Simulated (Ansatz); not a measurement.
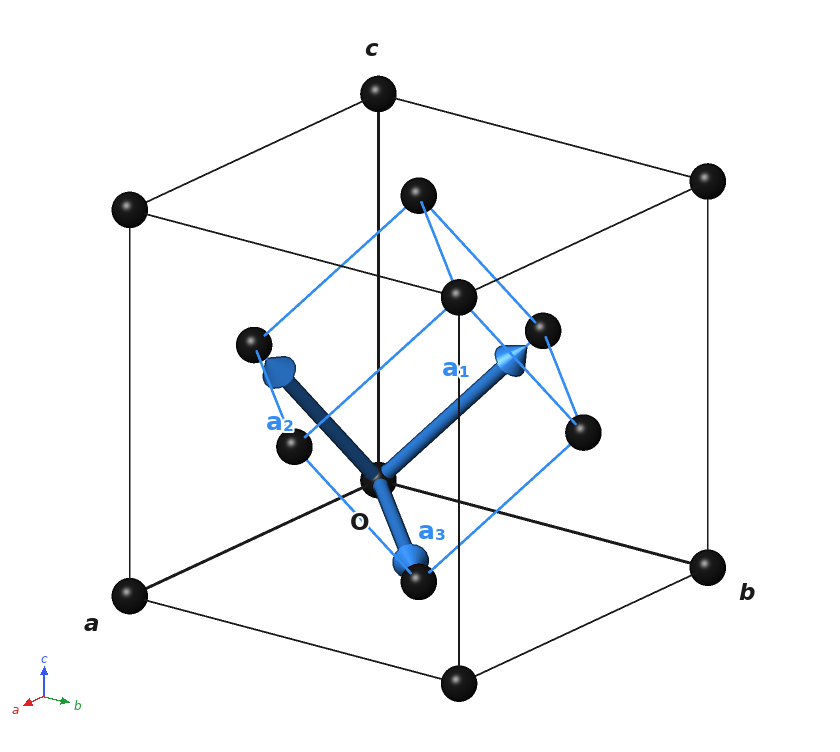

For BP, coordinates from a relaxation (final pressure about -3.5 GPa) with Ansatz, DFT LDA, scalar-relativistic, plane waves, PAW; the starting structure was generated, so it need not be a known form of this composition: the conventional cell (thin) and a primitive cell (coloured, vectors a₁, a₂, a₃), with the lattice points alone. Symmetry computed with spglib at a tolerance of 0.002 Å; standard conventional cell.

a = 4.521 Å, b = 4.521 Å, c = 4.521 Å, α = 90.00°, β = 90.00°, γ = 90.00°.

> What is the centring, and how are the primitive vectors built?

F, face-centred cubic, with lattice points at (0, 0, 0), (1/2, 1/2, 0), (1/2, 0, 1/2), (0, 1/2, 1/2). a₁ = 1/2 b + 1/2 c; a₂ = 1/2 a + 1/2 c; a₃ = 1/2 a + 1/2 b.

> Give the primitive cell's size and content.

Edges 3.197, 3.197, 3.197 Å; angles 60.00°, 60.00°, 60.00°; volume 23.11 Å³, 1/4 of the conventional cell; 2 of its 8 atoms.
